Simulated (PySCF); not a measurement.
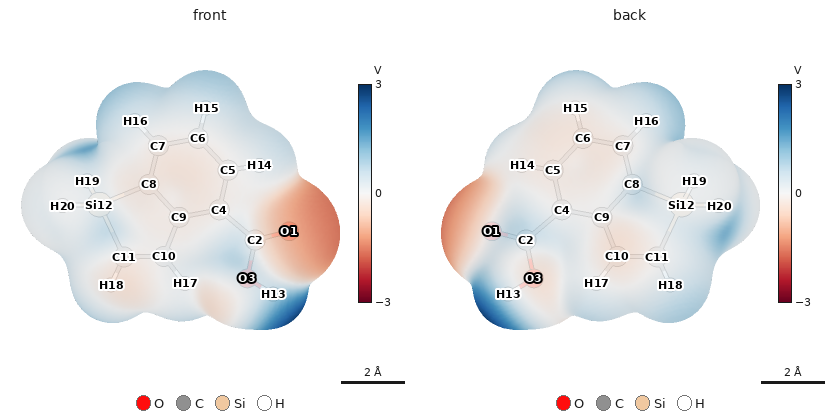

Figure 1: C9H8O2Si (SMILES O=C(O)c1cccc2c1C=C[SiH2]2). The molecular electrostatic potential painted on the density surface at 0.002 e/bohr³, seen from the front and from behind; red is negative and blue positive.

Geometry: PBE0-D3(BJ)/def2-SVP.

Method: PySCF, B3LYP/def2-SVPD, SCF density, gas phase.

```yaml
atoms:
  - { symbol: O, position_ang: [3.5119, 0.3427, -0.8112] }
  - { symbol: C, position_ang: [2.4926, -0.2782, -0.6360] }
  - { symbol: O, position_ang: [2.4548, -1.6079, -0.8033] }
  - { symbol: C, position_ang: [1.2046, 0.3519, -0.2256] }
  - { symbol: C, position_ang: [1.2832, 1.7398, -0.0167] }
  - { symbol: C, position_ang: [0.1768, 2.4812, 0.3664] }
  - { symbol: C, position_ang: [-1.0524, 1.8399, 0.5494] }
  - { symbol: C, position_ang: [-1.1602, 0.4703, 0.3486] }
  - { symbol: C, position_ang: [-0.0327, -0.2996, -0.0418] }
  - { symbol: C, position_ang: [-0.3249, -1.7421, -0.2125] }
  - { symbol: C, position_ang: [-1.5889, -2.1604, 0.0153] }
  - { symbol: Si, position_ang: [-2.6298, -0.6913, 0.5022] }
  - { symbol: H, position_ang: [3.3530, -1.8633, -1.0644] }
  - { symbol: H, position_ang: [2.2544, 2.2142, -0.1683] }
  - { symbol: H, position_ang: [0.2675, 3.5582, 0.5232] }
  - { symbol: H, position_ang: [-1.9265, 2.4240, 0.8510] }
  - { symbol: H, position_ang: [0.4774, -2.4155, -0.5130] }
  - { symbol: H, position_ang: [-1.8634, -3.2114, -0.0961] }
  - { symbol: H, position_ang: [-3.7446, -0.3752, -0.4426] }
  - { symbol: H, position_ang: [-3.1956, -0.7576, 1.8844] }
```

> Describe the electrostatic potential map.

The most negative region (about −1.5 V, or −35 kcal/mol for a unit charge) lies over O1, the most positive (about +2.6 V, or +60 kcal/mol for a unit charge) over H13. O1 is the likeliest acceptor of a hydrogen bond.

> How polar is the molecule by this calculation?

Its dipole moment is 1.62 D.
